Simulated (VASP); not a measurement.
# A VASP study of SrCl2 (PBE + D3(BJ)): structure first, properties next

What structure does SrCl2 take at this level, and what are its properties? The steps: full relaxation (PBE + D3(BJ)), single point with fields (PBE + D3(BJ)), band structure (PBE + D3(BJ)), density of states (PBE + D3(BJ)), core levels (PBE + D3(BJ)) and field gradients at the nuclei (PBE + D3(BJ)). The start is a cell from a database of measured crystal structures.

Program: VASP 6.6.1. Level of theory: PBE with D3(BJ); plane waves and PAW (Sr_sv, Cl). Results are calculated unless marked as measured.

### Step 1. The structure

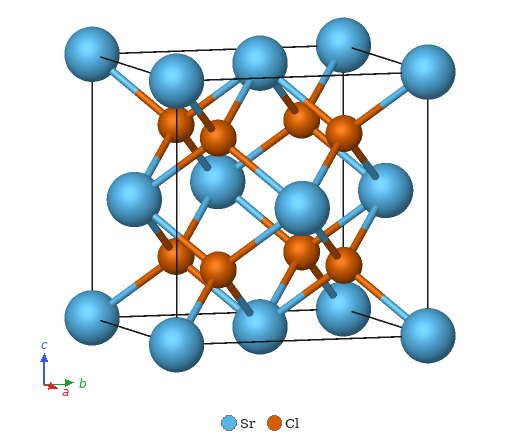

The cell as given, slightly off an axis (strontium blue, chlorine orange). This picture shows the conventional cell, with its axes. Some periodic images of atoms are drawn too.

Structure file:

```cif
data_structure
_symmetry_space_group_name_H-M 'P 1'
_symmetry_Int_Tables_number 1
_cell_length_a 4.9333
_cell_length_b 4.9333
_cell_length_c 4.9333
_cell_angle_alpha 60.000
_cell_angle_beta 60.000
_cell_angle_gamma 60.000
_cell_volume 84.90
loop_
_atom_site_label
_atom_site_type_symbol
_atom_site_fract_x
_atom_site_fract_y
_atom_site_fract_z
_atom_site_occupancy
Sr1 Sr 0.00000 0.00000 0.00000 1
Cl2 Cl 0.75000 0.75000 0.75000 1
Cl3 Cl 0.25000 0.25000 0.25000 1
```

### Step 2. Full relaxation (PBE + D3(BJ))

Properties are meant for the cell that this level of theory prefers, so cell and atoms are relaxed first (ISIF = 3) until forces and stress are small; EDIFFG sets the threshold. PBE, the usual starting point, adds the gradient of the density. A dispersion term adds the long-range attraction that semilocal functionals lack. D3 with Becke-Johnson damping keeps a finite attraction at short range.

INCAR reads:

```
SYSTEM = SrCl2
PREC = Accurate
ENCUT = 400
EDIFF = 1E-06
NELM = 100
ISMEAR = 0
SIGMA = 0.05
LREAL = .FALSE.
ALGO = Normal
GGA = PE
IVDW = 12
LORBIT = 11
LWAVE = .FALSE.
LCHARG = .FALSE.
IBRION = 2
NSW = 60
ISIF = 3
EDIFFG = -0.01
```

POSCAR reads:

```
SrCl2
1.0
    0.0000000000      3.4883500000      3.4883500000
    3.4883500000      0.0000000000      3.4883500000
    3.4883500000      3.4883500000      0.0000000000
Sr Cl
1 2
Direct
    0.0000000000      0.0000000000      0.0000000000
    0.7500000000      0.7500000000      0.7500000000
    0.2500000000      0.2500000000      0.2500000000
```

KPOINTS reads:

```
Automatic mesh
0
Gamma
6 6 6
0 0 0
```

Potentials, in the order of the species: Sr_sv and Cl (PBE family, release 64).

Launch:

```console
$ mpirun -np 1 vasp_std
```

What it wrote:

```text
[banner, memory and clock lines left out]
running    1 mpi-ranks, on    1 nodes
 distrk:  each k-point on    1 cores,    1 groups
 distr:  one band on    1 cores,    1 groups

 POSCAR found type information on POSCAR SrCl
 POSCAR found :  2 types and       3 ions
 LDA part: xc-table for (Slater+PW92), standard interpolation
 POSCAR, INCAR and KPOINTS ok, starting setup
 FFT: planning ... GRIDC
 FFT: planning ... GRID_SOFT
 FFT: planning ... GRID
 WAVECAR not read
 entering main loop
       N       E                     dE             d eps       ncg     rms          rms(c)
DAV:   1     0.134121126916E+03    0.13412E+03   -0.10170E+04   512   0.109E+03
DAV:   2    -0.508045122873E+01   -0.13920E+03   -0.13604E+03   656   0.231E+02
DAV:   3    -0.128706048125E+02   -0.77902E+01   -0.77841E+01   744   0.587E+01
DAV:   4    -0.130562131023E+02   -0.18561E+00   -0.18557E+00   872   0.708E+00
DAV:   5    -0.130582425138E+02   -0.20294E-02   -0.20294E-02   736   0.655E-01    0.130E+01
DAV:   6    -0.127625109435E+02    0.29573E+00   -0.78003E-01   664   0.507E+00    0.845E+00
DAV:   7    -0.127725425090E+02   -0.10032E-01   -0.45480E-01   808   0.416E+00    0.204E+00
DAV:   8    -0.127769258394E+02   -0.43833E-02   -0.63508E-02   632   0.147E+00    0.317E-01
DAV:   9    -0.127783505963E+02   -0.14248E-02   -0.24599E-03   712   0.306E-01    0.119E-01
DAV:  10    -0.127797013625E+02   -0.13508E-02   -0.11405E-03   568   0.221E-01    0.302E-02
DAV:  11    -0.127797797070E+02   -0.78344E-04   -0.10446E-04   808   0.575E-02    0.372E-02
DAV:  12    -0.127797913227E+02   -0.11616E-04   -0.14607E-05   600   0.219E-02    0.123E-02
DAV:  13    -0.127797943282E+02   -0.30055E-05   -0.74841E-06   664   0.150E-02    0.295E-03
DAV:  14    -0.127797942970E+02    0.31250E-07   -0.26777E-07   528   0.379E-03
   1 F= -.13444120E+02 E0= -.13444120E+02  d E =-.134441E+02
 curvature:   0.00 expect dE= 0.000E+00 dE for cont linesearch  0.000E+00
 trial: gam= 0.00000 g(F)=  0.147E-48 g(S)=  0.790E-03 ort = 0.000E+00 (trialstep = 0.100E+01)
 search vector abs. value=  0.790E-03
 bond charge predicted
       N       E                     dE             d eps       ncg     rms          rms(c)
DAV:   1    -0.127813735540E+02   -0.15792E-02   -0.12658E-01   624   0.255E+00    0.523E-01
DAV:   2    -0.127768416883E+02    0.45319E-02   -0.10832E-02   584   0.683E-01    0.182E-01
DAV:   3    -0.127758918174E+02    0.94987E-03   -0.29862E-03   920   0.333E-01    0.128E-01
DAV:   4    -0.127759141139E+02   -0.22297E-04   -0.20439E-04   912   0.822E-02    0.843E-02
DAV:   5    -0.127759508560E+02   -0.36742E-04   -0.85359E-05   920   0.479E-02    0.226E-02
DAV:   6    -0.127759540560E+02   -0.32000E-05   -0.34370E-06   680   0.143E-02    0.399E-03
DAV:   7    -0.127759549613E+02   -0.90528E-06   -0.23292E-07   432   0.446E-03
   2 F= -.13444535E+02 E0= -.13444535E+02  d E =-.415125E-03
 trial-energy change:   -0.000415  1 .order   -0.000415   -0.000790   -0.000041
 step:   1.0542(harm=  1.0542)  dis= 0.00000  next Energy=   -13.444536 (dE=-0.416E-03)
 reached required accuracy - stopping structural energy minimisation
```

Elapsed: 18 s, on 1 MPI rank of Intel Xeon Platinum 8375C at 2.90GHz (Ice Lake), shared host; peak memory 0.19 GiB.

The logs omit lines about the potential files and the build; timing stands in the text.

Parts of OUTCAR (step 2):

```text
ion  position               nearest neighbor table
   1  0.000  0.000  0.000-   2 3.02   2 3.02   2 3.02   2 3.02   3 3.02   3 3.02   3 3.02   3 3.02

  LATTYP: Found a face centered cubic cell.
 ALAT       =     6.9767000000

 Subroutine GETGRP returns: Found 48 space group operations
 (whereof 48 operations were pure point group operations)

The static configuration has the point symmetry O_h .

 Found     16 irreducible k-points:

   k-points           NKPTS =     16   k-points in BZ     NKDIM =     16   number of bands    NBANDS=     16

   dimension x,y,z NGX =    32 NGY =   32 NGZ =   32
   dimension x,y,z NGXF=    64 NGYF=   64 NGZF=   64

   ENCUT  =  400.0 eV  29.40 Ry    5.42 a.u.   8.04  8.04  8.04*2*pi/ulx,y,z

   NELECT =      24.0000    total number of electrons

 k-points in reciprocal lattice and weights: Automatic mesh
   0.00000000  0.00000000  0.00000000       0.005
   0.16666667  0.00000000  0.00000000       0.037
   0.33333333  0.00000000  0.00000000       0.037
   0.50000000  0.00000000  0.00000000       0.019
   0.16666667  0.16666667  0.00000000       0.028
   0.33333333  0.16666667  0.00000000       0.111
   0.50000000  0.16666667  0.00000000       0.111
  -0.33333333  0.16666667  0.00000000       0.111
  -0.16666667  0.16666667  0.00000000       0.056
[...]
-0.33333333  0.33333333  0.16666667       0.111
  -0.33333333  0.50000000  0.16666667       0.056

 Edisp (eV)   -0.66433

 average (electrostatic) potential at core
       1 -38.6856       2 -93.0935       3 -93.0935

 E-fermi :   0.4427

 k-point     1 :       0.0000    0.0000    0.0000
  band No.  band energies     occupation
    ...
      8      -1.9532      2.00000
      9      -1.9532      2.00000
     10      -0.1452      2.00000
     11      -0.1452      2.00000
     12      -0.1452      2.00000
     13       5.5534      0.00000
     14       6.2880      0.00000
     15       6.2880      0.00000
     16       9.2390      0.00000

 k-point     2 :       0.1667    0.0000    0.0000
  band No.  band energies     occupation
    ...
      8      -1.8510      2.00000
      9      -1.7650      2.00000
     10      -0.4584      2.00000
     11      -0.2959      2.00000
     12      -0.2959      2.00000
     13       6.1469      0.00000
     14       6.4984      0.00000
     15       6.4984      0.00000
     16       8.2293      0.00000

 k-point     3 :       0.3333    0.0000    0.0000
  band No.  band energies     occupation
    ...
      8      -1.5930      2.00000
      9      -1.4069      2.00000
     10      -0.9822      2.00000
     11      -0.6289      2.00000
     12      -0.6289      2.00000
     13       6.8214      0.00000
     14       6.8214      0.00000
     15       7.0434      0.00000
     16       8.2337      0.00000

 Edisp (eV)   -0.66858

  Total      -0.00658    -0.00658    -0.00658     0.00000     0.00000     0.00000
  in kB      -0.12492    -0.12492    -0.12492     0.00000     0.00000     0.00000
  external pressure =       -0.12 kB  Pullay stress =        0.00 kB

  energy-cutoff  :      400.00
  volume of cell :       84.37
      direct lattice vectors                 reciprocal lattice vectors
     0.000000000  3.481173594  3.481173594    -0.143629723  0.143629723  0.143629723
     3.481173594  0.000000000  3.481173594     0.143629723 -0.143629723  0.143629723
     3.481173594  3.481173594 -0.000000000     0.143629723  0.143629723 -0.143629723

 POSITION                                       TOTAL-FORCE (eV/Angst)
 -----------------------------------------------------------------------------------
      3.48117      0.00000      3.48117        -0.000000      0.000000     -0.000000
      5.22176      5.22176      5.22176        -0.000000     -0.000000      0.000000
      1.74059      1.74059      1.74059         0.000000      0.000000     -0.000000
 -----------------------------------------------------------------------------------
    total drift:                                0.000000     -0.000000      0.000000

  FREE ENERGIE OF THE ION-ELECTRON SYSTEM (eV)
  ---------------------------------------------------
  free  energy   TOTEN  =       -13.4445347283 eV

  energy  without entropy=      -13.4445347283  energy(sigma->0) =      -13.44453473

 reached required accuracy - stopping structural energy minimisation

 total charge
# of ion       s       p       d       tot
------------------------------------------
    1        1.997   5.769   0.155   7.920
    2        1.592   3.584   0.000   5.177
    3        1.592   3.584   0.000   5.177
--------------------------------------------------
tot          5.182  12.937   0.155  18.273

[... 3 further parts left out ...]
```

CONTCAR:

```
SrCl2
   1.00000000000000
     0.0000000000000000    3.4811735937500305    3.4811735937500305
     3.4811735937500305    0.0000000000000000    3.4811735937500305
     3.4811735937500305    3.4811735937500305   -0.0000000000000000
  Sr              Cl
     1     2
Direct
     0.0000000000000000    1.0000000000000000    0.0000000000000000
     0.7500000000000000    0.7500000000000000    0.7500000000000000
     0.2500000000000000    0.2500000000000000    0.2500000000000000
```

The gap is read on the k-mesh alone, so it is an upper bound where the band edges lie off the mesh. The run keeps the 48 symmetry operations of its start, so it cannot find a distortion of lower symmetry.

The steps of the relaxation:

```
step  energy less that of the first step (eV)  largest force (eV/Å)  pressure (GPa)  volume (Å³)
   1                                   0.0000                0.0000           -0.24        84.90
   2                                  -0.0004                0.0000           -0.01        84.37
```

```
conventional cell, symmetrised  before  after  change
                         a (Å)   6.977  6.962  -0.2 %
                         b (Å)   6.977  6.962  -0.2 %
                         c (Å)   6.977  6.962  -0.2 %
              volume (Å³/atom)   28.30  28.12  -0.6 %
```

Final coordinates:

```cif
data_structure
_symmetry_space_group_name_H-M 'P 1'
_symmetry_Int_Tables_number 1
_cell_length_a 4.9231
_cell_length_b 4.9231
_cell_length_c 4.9231
_cell_angle_alpha 60.000
_cell_angle_beta 60.000
_cell_angle_gamma 60.000
_cell_volume 84.37
loop_
_atom_site_label
_atom_site_type_symbol
_atom_site_fract_x
_atom_site_fract_y
_atom_site_fract_z
_atom_site_occupancy
Sr1 Sr 0.00000 0.00000 0.00000 1
Cl2 Cl 0.75000 0.75000 0.75000 1
Cl3 Cl 0.25000 0.25000 0.25000 1
```

This step gave:

```
electrons                       : 24
bands                           : 16
irreducible k-points            : 16
symmetry operations             : 48
free energy (TOTEN)             : -13.44 eV
Fermi energy                    : 0.4427 eV
pressure                        : -0.01249 GPa
metallic                        : no
valence top at k                : 0.5, 0.5, 0
conduction bottom at k          : 0, 0, 0
least direct gap at k           : 0.5, 0.5, 0
SCF cycles over all ionic steps : 21
gap on the k-mesh               : 5.359 eV
least direct gap on the k-mesh  : 5.501 eV
```

It ends with forces that vanish by symmetry and a pressure of -0.01 GPa. The volume lies -0.6 % from that of the database's start, which holds the thermal and zero-point expansion of its experiment.

### Step 3. Single point with fields (PBE + D3(BJ))

A single point on the relaxed cell gives a clean self-consistent state, with density, ELF and potential written out.

INCAR: that of step 2 with these lines changed.

```diff
@@ -13,6 +13,5 @@
 LWAVE = .FALSE.
-LCHARG = .FALSE.
-IBRION = 2
-NSW = 60
-ISIF = 3
-EDIFFG = -0.01
+LCHARG = .TRUE.
+ISIF = 2
+LELF = .TRUE.
+LVHAR = .TRUE.
```

POSCAR reads:

```
SrCl2
1.0
    0.0000000000      3.4811735938      3.4811735938
    3.4811735938      0.0000000000      3.4811735938
    3.4811735938      3.4811735938      0.0000000000
Sr Cl
1 2
Direct
    0.0000000000      0.0000000000      0.0000000000
    0.7500000000      0.7500000000      0.7500000000
    0.2500000000      0.2500000000      0.2500000000
```

KPOINTS is that of step 2.

Launch:

```console
$ mpirun -np 1 vasp_std
```

What it wrote:

```text
[... set-up lines as in an earlier step ...]
 entering main loop
       N       E                     dE             d eps       ncg     rms          rms(c)
DAV:   1     0.132293103694E+03    0.13229E+03   -0.10161E+04   512   0.110E+03
DAV:   2    -0.521201848469E+01   -0.13751E+03   -0.13448E+03   672   0.228E+02
DAV:   3    -0.128330712018E+02   -0.76211E+01   -0.76140E+01   728   0.586E+01
DAV:   4    -0.130506499532E+02   -0.21758E+00   -0.21753E+00   872   0.731E+00
DAV:   5    -0.130520280324E+02   -0.13781E-02   -0.13780E-02   736   0.641E-01    0.132E+01
DAV:   6    -0.127586525648E+02    0.29338E+00   -0.77198E-01   672   0.506E+00    0.856E+00
DAV:   7    -0.127687004404E+02   -0.10048E-01   -0.45247E-01   784   0.417E+00    0.201E+00
DAV:   8    -0.127728102960E+02   -0.41099E-02   -0.63971E-02   632   0.148E+00    0.313E-01
DAV:   9    -0.127743437321E+02   -0.15334E-02   -0.25801E-03   752   0.316E-01    0.117E-01
DAV:  10    -0.127756070083E+02   -0.12633E-02   -0.10874E-03   568   0.214E-01    0.318E-02
DAV:  11    -0.127756934158E+02   -0.86408E-04   -0.11035E-04   800   0.600E-02    0.395E-02
DAV:  12    -0.127757020675E+02   -0.86517E-05   -0.12686E-05   656   0.202E-02    0.143E-02
DAV:  13    -0.127757054212E+02   -0.33537E-05   -0.98054E-06   640   0.169E-02    0.364E-03
DAV:  14    -0.127757053159E+02    0.10530E-06   -0.36142E-07   536   0.417E-03
   1 F= -.13444285E+02 E0= -.13444285E+02  d E =-.795760E-14
```

Elapsed: 13 s, on 1 MPI rank; peak memory 0.18 GiB.

OUTCAR, selected parts (step 3):

```text
  LATTYP: Found a face centered cubic cell.
 ALAT       =     6.9623471876

The static configuration has the point symmetry O_h .

 Found     16 irreducible k-points:

   ENCUT  =  400.0 eV  29.40 Ry    5.42 a.u.   8.03  8.03  8.03*2*pi/ulx,y,z

   NELECT =      24.0000    total number of electrons

 E-fermi :   0.4427

 k-point     1 :       0.0000    0.0000    0.0000
  band No.  band energies     occupation
    ...
      8      -1.9531      2.00000
      9      -1.9531      2.00000
     10      -0.1450      2.00000
     11      -0.1450      2.00000
     12      -0.1450      2.00000
     13       5.5533      0.00000
     14       6.2880      0.00000
     15       6.2880      0.00000
     16       9.2391      0.00000

 k-point     2 :       0.1667    0.0000    0.0000
  band No.  band energies     occupation
    ...
      8      -1.8508      2.00000
      9      -1.7648      2.00000
     10      -0.4582      2.00000
     11      -0.2958      2.00000
     12      -0.2958      2.00000
     13       6.1468      0.00000
     14       6.4984      0.00000
     15       6.4984      0.00000
     16       8.2293      0.00000

 Edisp (eV)   -0.66858

  Total      -0.00912    -0.00912    -0.00912    -0.00000     0.00000     0.00000
  in kB      -0.17312    -0.17312    -0.17312    -0.00000     0.00000     0.00000
  external pressure =       -0.17 kB  Pullay stress =        0.00 kB

  energy-cutoff  :      400.00
  volume of cell :       84.37
      direct lattice vectors                 reciprocal lattice vectors
     0.000000000  3.481173594  3.481173594    -0.143629723  0.143629723  0.143629723
     3.481173594  0.000000000  3.481173594     0.143629723 -0.143629723  0.143629723
     3.481173594  3.481173594  0.000000000     0.143629723  0.143629723 -0.143629723

 POSITION                                       TOTAL-FORCE (eV/Angst)
 -----------------------------------------------------------------------------------
      0.00000      0.00000      0.00000         0.000000     -0.000000      0.000000
      5.22176      5.22176      5.22176        -0.000000     -0.000000     -0.000000
      1.74059      1.74059      1.74059         0.000000      0.000000      0.000000
 -----------------------------------------------------------------------------------
    total drift:                                0.000000     -0.000000      0.000000

  FREE ENERGIE OF THE ION-ELECTRON SYSTEM (eV)
  ---------------------------------------------------
  free  energy   TOTEN  =       -13.4442850828 eV

  energy  without entropy=      -13.4442850828  energy(sigma->0) =      -13.44428508

 total charge
# of ion       s       p       d       tot
------------------------------------------
    1        1.997   5.769   0.155   7.920
    2        1.592   3.584   0.000   5.176
    3        1.592   3.584   0.000   5.176
--------------------------------------------------
tot          5.182  12.937   0.155  18.273

[... 4 parts as in an earlier step ...]

[... 6 further parts left out ...]
```

This step gave:

```yaml
scf_cycles: 14
pressure: -0.01731 GPa
```

Valence electrons inside each PAW sphere by angular momentum. Sphere charges, by row:

```
atom  s (e)  p (e)  d (e)  tot (e)
 Sr1  1.997  5.769  0.155     7.92
 Cl2  1.592  3.584      0    5.176
 Cl3  1.592  3.584      0    5.176
```

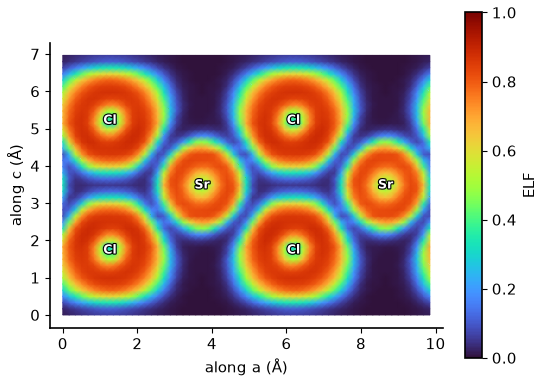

ELF in the ac plane of a cell with a along [110], b along [-110] and c along [001] of the cube at fractional y = 0.000, with atoms of Sr and Cl within 0.2 Å of it. It is the smooth field of the valence electrons, not physical close to the nuclei. The map starts off the cell's origin, so that atoms lie inside it.

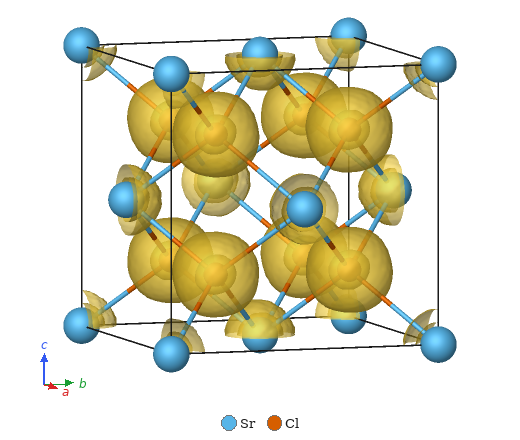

Surface of ELF = 0.8.

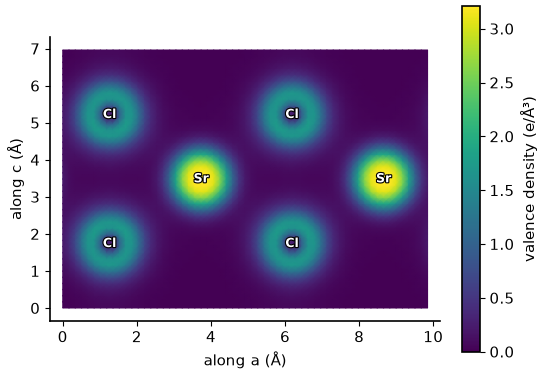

Valence density in the ac plane of a cell with a along [110], b along [-110] and c along [001] of the cube at fractional y = 0.000, with atoms of Sr and Cl within 0.2 Å of it. It is the smooth field of the valence electrons, not physical close to the nuclei. The map starts off the cell's origin, so that atoms lie inside it.

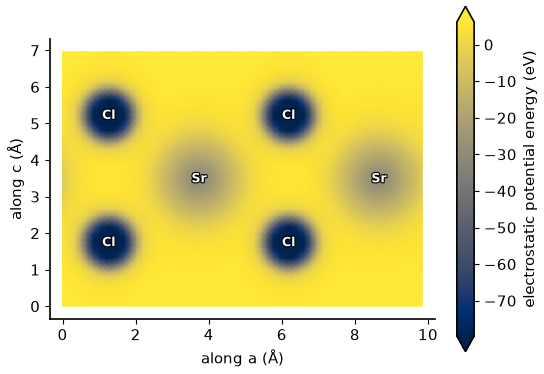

Electrostatic potential energy in the ac plane of a cell with a along [110], b along [-110] and c along [001] of the cube at fractional y = 0.000, with atoms of Sr and Cl within 0.2 Å of it. With pseudopotentials it is smooth inside the atoms' cores, unlike the true potential. The map starts off the cell's origin, so that atoms lie inside it.

In this run the pressure is -0.02 GPa, small enough to go on.

[end of part 1 of 2]

[Lines on the potential files, build, host, timing and source positions are cut from VASP's logs without a mark.]

[Logs are printed without paths, hosts, clocks, repeated set-up lines and the standing remarks that a program may print on its own settings, such as how far it seeks lower states.]

[Hosts, paths, dates, database ids (printed as entryN), source tags and the programs' standing remarks are cut or masked in the printed files.]

[A measured line is paired with the nearest computed mode of its activity, which favours agreement.]
